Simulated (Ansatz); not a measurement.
**doublet [C6H12]+: levels of theory compared**

Aim: a comparison of 6 runs (UHF/STO-3G, UHF/3-21G, UHF/6-31G*, U-r2SCAN/6-31G*, UPBE/6-31G*, UPBE0/6-31G*) of doublet [C6H12]+. 

The results are computed with Ansatz 0.2.0.

16 further runs of the same task are left out: 16 set aside as unsound or not needed. Runs told in other sessions of the task aren't counted.

## (1) Starting point

[C6H12]+: 18 atoms, total charge +1, spin state doublet. As SMILES of the parent species, `CC/C=C\CC`. The shape is that of a PBE0-D4/def2-TZVP optimisation. This is one conformer, not always the lowest. That shape belongs to the parent species and isn't relaxed for this state.

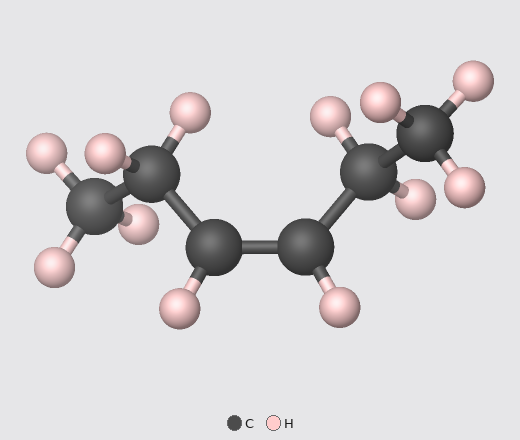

The structure, seen from a chosen angle (carbon dark grey, hydrogen pink).

## (2) The energy at UHF/STO-3G (run 1)

File run.yaml:

```yaml
basis:
  gaussian:
    orbitals: STO-3G
crystal:
  periodic: [false, false, false]
  atoms:
    - {symbol: C, position_ang: [-1.256440, -2.412950, 0.507540]}
    - {symbol: C, position_ang: [-0.623410, -1.105130, 0.971540]}
    - {symbol: C, position_ang: [0.693580, -0.852760, 0.314060]}
    - {symbol: C, position_ang: [1.021770, 0.149490, -0.496930]}
    - {symbol: C, position_ang: [0.166500, 1.294780, -0.929750]}
    - {symbol: C, position_ang: [0.711360, 2.634410, -0.444860]}
    - {symbol: H, position_ang: [-2.193280, -2.608540, 1.034580]}
    - {symbol: H, position_ang: [-1.467460, -2.383830, -0.563930]}
    - {symbol: H, position_ang: [-0.587740, -3.258660, 0.688920]}
    - {symbol: H, position_ang: [-1.313370, -0.277340, 0.793260]}
    - {symbol: H, position_ang: [-0.472410, -1.150460, 2.057010]}
    - {symbol: H, position_ang: [1.458370, -1.600100, 0.521090]}
    - {symbol: H, position_ang: [2.038540, 0.165280, -0.887020]}
    - {symbol: H, position_ang: [0.121370, 1.306600, -2.025570]}
    - {symbol: H, position_ang: [-0.861300, 1.167100, -0.582790]}
    - {symbol: H, position_ang: [0.723100, 2.676770, 0.646700]}
    - {symbol: H, position_ang: [1.736420, 2.790020, -0.791740]}
    - {symbol: H, position_ang: [0.104380, 3.465340, -0.812090]}
magnetization:
  spin_polarized: true
  initial_magnetization: 1
output:
  orbitals: {seedname: orbitals}
total_charge: 1
accuracy: high
hamiltonian:
  xc: hf
```

Started as:

```
$ ansatz run run.yaml --threads 1 --pin off --max-ram 3480MiB --events-out events.jsonl --progress --plain --runs-dir runs
```

The log of the run:

```text
Warning: RAYON_NUM_THREADS=1 ignored (pool sized by the plan → 1); use --threads N
Functional definition: HF
  name "HF"
  exchange = exact_x
  correlation = 0
931 factors; integrals over basis functions are off by at most 4.5e-9 eV
mean field evaluation 1: about -6288.3880 eV, gradient 1.3e1 eV
mean field evaluation 2: about -6288.7272 eV, gradient 1.3e1 eV
mean field evaluation 4: about -6290.1360 eV, gradient 1.3e0 eV
mean field evaluation 8: about -6290.1637 eV, gradient 1.3e-2 eV
mean field -6290.16367300 eV, -231.1592513566 hartree, gradient 2.7e-8 eV, S^2 0.755081; 0 other end points of the search recorded, 0 dependent functions left out
reference -6290.16367300 eV, -231.1592513566 hartree; 24, 23 occupied and 18, 19 virtual orbitals, 931 factors
Total energy: -6290.16367300 eV, -231.1592513566 hartree
```

It took 1.1 s on 1 thread of Arm Neoverse V1, shared host; peak memory 0.12 GiB.

## (3) A single-point energy at UHF/3-21G (run 2)

File molecule.yaml:

```yaml
crystal:
  periodic: [false, false, false]
  atoms:
    - symbol: C
      position_ang: [-1.256440, -2.412950, 0.507540]
    - symbol: C
      position_ang: [-0.623410, -1.105130, 0.971540]
    - symbol: C
      position_ang: [0.693580, -0.852760, 0.314060]
    - symbol: C
      position_ang: [1.021770, 0.149490, -0.496930]
    - symbol: C
      position_ang: [0.166500, 1.294780, -0.929750]
    - symbol: C
      position_ang: [0.711360, 2.634410, -0.444860]
    - symbol: H
      position_ang: [-2.193280, -2.608540, 1.034580]
    - symbol: H
      position_ang: [-1.467460, -2.383830, -0.563930]
    - symbol: H
      position_ang: [-0.587740, -3.258660, 0.688920]
    - symbol: H
      position_ang: [-1.313370, -0.277340, 0.793260]
    - symbol: H
      position_ang: [-0.472410, -1.150460, 2.057010]
    - symbol: H
      position_ang: [1.458370, -1.600100, 0.521090]
    - symbol: H
      position_ang: [2.038540, 0.165280, -0.887020]
    - symbol: H
      position_ang: [0.121370, 1.306600, -2.025570]
    - symbol: H
      position_ang: [-0.861300, 1.167100, -0.582790]
    - symbol: H
      position_ang: [0.723100, 2.676770, 0.646700]
    - symbol: H
      position_ang: [1.736420, 2.790020, -0.791740]
    - symbol: H
      position_ang: [0.104380, 3.465340, -0.812090]
basis:
  gaussian:
    orbitals: 3-21G.json
total_charge: 1
magnetization:
  spin_polarized: true
  initial_magnetization: 1
hamiltonian:
  xc: hf
output: {orbitals: {seedname: orbitals}}
accuracy: high
```

The basis set 3-21G is read from a file made from the Basis Set Exchange's data (not shown).

Started as:

```
$ ansatz run molecule.yaml --threads 1 --pin off --max-ram 3480MiB --events-out events.jsonl --progress --plain --runs-dir runs
```

The log of the run:

```text
Warning: RAYON_NUM_THREADS=1 ignored (pool sized by the plan → 1); use --threads N
[... 4 set-up lines as earlier in the session ...]
1987 factors; integrals over basis functions are off by at most 1.2e-8 eV
mean field evaluation 1: about -6325.3318 eV, gradient 2.3e1 eV
mean field evaluation 2: about -6325.8883 eV, gradient 2.3e1 eV
mean field evaluation 4: about -6328.9973 eV, gradient 2.7e0 eV
mean field evaluation 8: about -6329.1007 eV, gradient 1.3e-1 eV
mean field evaluation 16: about -6329.1012 eV, gradient 4.0e-7 eV
mean field -6329.10124927 eV, -232.5901808917 hartree, gradient 2.8e-8 eV, S^2 0.754819; 0 other end points of the search recorded, 0 dependent functions left out
reference -6329.10124927 eV, -232.5901808917 hartree; 24, 23 occupied and 54, 55 virtual orbitals, 1987 factors
Total energy: -6329.10124927 eV, -232.5901808917 hartree
```

Wall time 2.8 s (1 thread of Arm Neoverse V1, shared host); peak memory 0.28 GiB.

## (4) The energy at UHF/6-31G(d) (spherical functions) (run 3)

File input.yaml:

```yaml
crystal:
  periodic: [false, false, false]
  atoms:
    - {symbol: C, position_ang: [-1.256440, -2.412950, 0.507540]}
    - {symbol: C, position_ang: [-0.623410, -1.105130, 0.971540]}
    - {symbol: C, position_ang: [0.693580, -0.852760, 0.314060]}
    - {symbol: C, position_ang: [1.021770, 0.149490, -0.496930]}
    - {symbol: C, position_ang: [0.166500, 1.294780, -0.929750]}
    - {symbol: C, position_ang: [0.711360, 2.634410, -0.444860]}
    - {symbol: H, position_ang: [-2.193280, -2.608540, 1.034580]}
    - {symbol: H, position_ang: [-1.467460, -2.383830, -0.563930]}
    - {symbol: H, position_ang: [-0.587740, -3.258660, 0.688920]}
    - {symbol: H, position_ang: [-1.313370, -0.277340, 0.793260]}
    - {symbol: H, position_ang: [-0.472410, -1.150460, 2.057010]}
    - {symbol: H, position_ang: [1.458370, -1.600100, 0.521090]}
    - {symbol: H, position_ang: [2.038540, 0.165280, -0.887020]}
    - {symbol: H, position_ang: [0.121370, 1.306600, -2.025570]}
    - {symbol: H, position_ang: [-0.861300, 1.167100, -0.582790]}
    - {symbol: H, position_ang: [0.723100, 2.676770, 0.646700]}
    - {symbol: H, position_ang: [1.736420, 2.790020, -0.791740]}
    - {symbol: H, position_ang: [0.104380, 3.465340, -0.812090]}
basis:
  gaussian: {orbitals: 6-31G_st_-spherical.json}
hamiltonian: {xc: hf}
accuracy: high
output: {orbitals: {seedname: orbitals}}
magnetization: {spin_polarized: true, initial_magnetization: 1}
total_charge: 1
```

The basis set 6-31G* is read from a file made from the Basis Set Exchange's data (not shown).

Started as:

```
$ ansatz run input.yaml --threads 1 --pin off --max-ram 3480MiB --events-out events.jsonl --progress --plain --runs-dir runs
```

The log of the run:

```text
Warning: RAYON_NUM_THREADS=1 ignored (pool sized by the plan → 1); use --threads N
[... 4 set-up lines as earlier in the session ...]
2817 factors; integrals over basis functions are off by at most 3.7e-9 eV
mean field evaluation 1: about -6360.1701 eV, gradient 2.6e1 eV
mean field evaluation 2: about -6360.1681 eV, gradient 2.6e1 eV
mean field evaluation 4: about -6364.3770 eV, gradient 3.2e0 eV
mean field evaluation 8: about -6364.5144 eV, gradient 6.1e-2 eV
mean field -6364.51412686 eV, -233.8915801396 hartree, gradient 3.9e-8 eV, S^2 0.755286; 0 other end points of the search recorded, 0 dependent functions left out
reference -6364.51412686 eV, -233.8915801396 hartree; 24, 23 occupied and 84, 85 virtual orbitals, 2817 factors
Total energy: -6364.51412686 eV, -233.8915801396 hartree
```

Wall time 9.3 s (1 thread of Arm Neoverse V1, shared host); peak memory 0.49 GiB.

Runs 4 to 5 aren't shown in full; the table further down has their settings and results.

## (5) The energy at UPBE0/6-31G(d) (spherical functions) (run 6)

Edit run.yaml of step 2 so:

```diff
@@ -1,4 +1 @@
-basis:
-  gaussian:
-    orbitals: STO-3G
 crystal:
@@ -24,2 +21,6 @@
     - {symbol: H, position_ang: [0.104380, 3.465340, -0.812090]}
+basis:
+  gaussian:
+    orbitals: 6-31G_st_-spherical.json
+total_charge: 1
 magnetization:
@@ -27,7 +28,5 @@
   initial_magnetization: 1
-output:
-  orbitals: {seedname: orbitals}
-total_charge: 1
+hamiltonian:
+  xc: pbe0
 accuracy: high
-hamiltonian:
-  xc: hf
+output: {orbitals: {seedname: orbitals}}
```

The basis set 6-31G* is read from a file made from the Basis Set Exchange's data (not shown).

Started as:

```
$ ansatz run run.yaml --threads 1 --pin off --max-ram 3480MiB --events-out events.jsonl --progress --plain --runs-dir runs
```

The log of the run:

```text
Warning: RAYON_NUM_THREADS=1 ignored (pool sized by the plan → 1); use --threads N
Functional definition: PBE0
  name "PBE0"
  parameter a = 0.25
  parameter kappa = 0.804
  parameter beta = 0.06672455060314922
  exchange = (1 - a)*pbe_x(kappa = kappa, mu = beta*pi^2/3) + a*exact_x
  correlation = pbe_c(beta = beta)
2817 factors; integrals over basis functions are off by at most 3.7e-9 eV
mean field evaluation 1: about -6389.5071 eV, gradient 4.7e1 eV
mean field evaluation 2: about -6388.0856 eV, gradient 4.9e1 eV
mean field evaluation 4: about -6400.2837 eV, gradient 1.8e0 eV
mean field evaluation 8: about -6400.7478 eV, gradient 1.3e-1 eV
mean field evaluation 16: about -6400.7480 eV, gradient 4.6e-4 eV
mean field -6400.74804170 eV, -235.2231519497 hartree, gradient 7.7e-8 eV, S^2 0.752225; 0 other end points of the search recorded, 0 dependent functions left out
reference -6400.74804391 eV, -235.2231520308 hartree; 24, 23 occupied and 84, 85 virtual orbitals, 2817 factors
Total energy: -6400.74804391 eV, -235.2231520308 hartree
```

Wall time 31 s (1 thread of Arm Neoverse V1, shared host); peak memory 0.65 GiB.

## (6) The series

```csv
run,level,energy (Eh),HOMO energy (eV),LUMO energy (eV),⟨S²⟩,wall time
1,UHF/STO-3G,-231.159251,-16.68,-5.19,0.755,1.1 s
2,UHF/3-21G,-232.590181,-17.04,-6.54,0.755,2.8 s
3,UHF/6-31G* (spherical functions),-233.891580,-17.15,-6.22,0.755,9.3 s
4,U-r2SCAN/6-31G* (spherical functions),-235.358654,-12.97,-11.46,0.754,45 s
5,UPBE/6-31G* (spherical functions),-235.176913,-12.55,-11.66,0.752,26 s
6,UPBE0/6-31G* (spherical functions),-235.223152,-13.96,-10.80,0.752,31 s
```

## (7) What came out

```
                                 quantity          value
                      run 6: total energy  -235.22315 Eh
run 6: HOMO energy (highest over α and β)      -13.96 eV
 run 6: LUMO energy (lowest over α and β)      -10.80 eV
                              run 6: ⟨S²⟩          0.752
```

What this shows: Totals of different functionals can't be ranked against each other. In run 1 the basis is minimal, so the values are rough. All runs together took 1.9 min, the longest 45 s.
